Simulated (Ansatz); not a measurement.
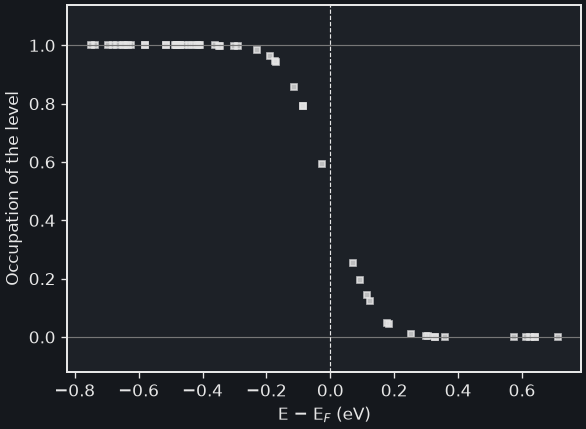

Occupations of the one-electron levels of the k mesh against their energy, from a run on WC, space group P-6m2 (No. 187), 2 atoms in the cell, with Ansatz.

**Which smearing scheme was used (Fermi-Dirac, Gaussian, Methfessel-Paxton or cold), and about what width?**

Gaussian smearing with a width of 0.15 eV. The occupations stay between 0 and 1 and die off fast, as an error function; the slope at the Fermi level is 1/(√π × width).
